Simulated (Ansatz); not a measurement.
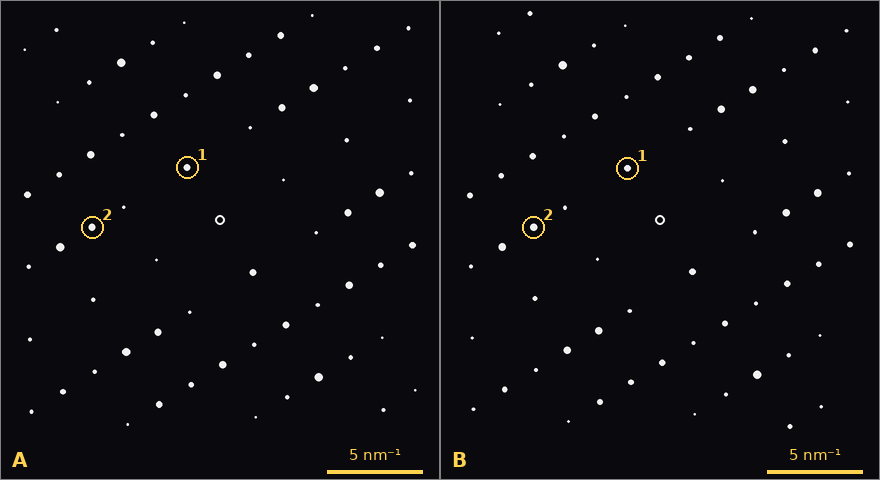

Kinematic electron diffraction patterns (200 kV, B = 0.5 Å², same scale) along [101] of the run's own cell, for the start and the end of one relaxation of Zn2S3 with DFT PBE, scalar-relativistic, plane waves, PAW (Ansatz 0.2.0). k mesh 6×6×6. The start is a generated model structure, and the relaxation ends in the nearest stationary point of its symmetry, not necessarily the ground state. Spot 1 is -1 0 1 and spot 2 is -1 -3 1 in both.

Start structure:

```yaml
crystal:
  lattice:
    - [3.08908, 1.78348, 5.62259]
    - [-3.08908, 1.78348, 5.62259]
    - [0.00000, -3.56696, 5.62259]
  atoms:
    - { symbol: Zn, position: [0.85218, 0.85218, 0.85218] }
    - { symbol: Zn, position: [0.64782, 0.64782, 0.64782] }
    - { symbol: Zn, position: [0.14782, 0.14782, 0.14782] }
    - { symbol: Zn, position: [0.35218, 0.35218, 0.35218] }
    - { symbol: S, position: [0.05625, 0.44375, 0.75000] }
    - { symbol: S, position: [0.75000, 0.05625, 0.44375] }
    - { symbol: S, position: [0.44375, 0.75000, 0.05625] }
    - { symbol: S, position: [0.94375, 0.55625, 0.25000] }
    - { symbol: S, position: [0.25000, 0.94375, 0.55625] }
    - { symbol: S, position: [0.55625, 0.25000, 0.94375] }
```

Which pattern belongs to the start structure, and which to the relaxed one?

B is the start: its cell gives d(1) = 3.089 Å, d(2) = 1.489 Å and an angle of 61.2°. A is the relaxed structure, with d(1) = 3.039 Å (-1.6 %), d(2) = 1.471 Å (-1.3 %) and 61.1°.

Name reflections whose intensity changes strongly on relaxation.

2 2 -2 goes from 35 to 65 % of the strongest spot; 0 4 0 goes from 10 to 5.8 % of the strongest spot.

Summarise the relaxation behind the change.

The volume changed by +0.3 % to 18.64 Å³ an atom; with the mean shift removed, the atoms moved by up to 0.07 Å relative to the cell (S most); the space group stayed R-3c (No. 167); the free energy fell by 2.2 meV an atom. Relaxed cell: a = 6.801 Å, b = 6.801 Å, c = 6.801 Å, α = 53.09°, β = 53.09°, γ = 53.09°.
